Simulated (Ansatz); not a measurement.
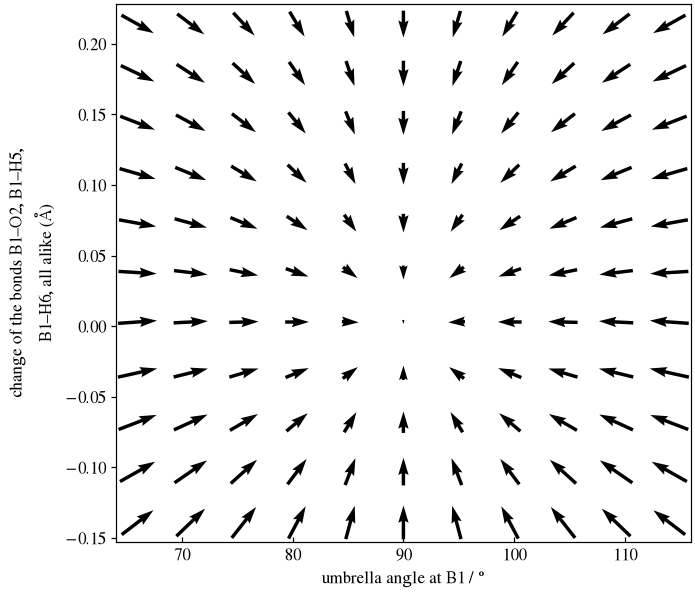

CH6BOS, SMILES BO[SH+]C, charge +1. Coordinates scanned: (1) umbrella angle at B1 (between each of its bonds and their common axis; 90 is planar); (2) change of the bonds B1–O2, B1–H5, B1–H6, all alike. Nothing is relaxed (all other coordinates rigid). The grid has 11 × 11 points. Points are written as (first, second). All numbers below come from Ansatz, RHF/def2-SVP.

Drawn: arrows along the force (downhill), their lengths compressed.

Question: The arrows alone are given. Where is the energy lowest?

Answer: The arrows converge at about (90°, 0.000 Å) (read from the interpolated surface).

The energy map of the same scan:

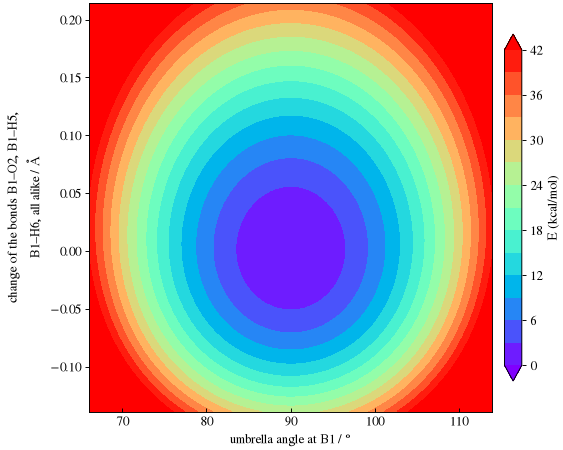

Energies are in kcal/mol, from the lowest grid point; between grid points the surface is interpolated.
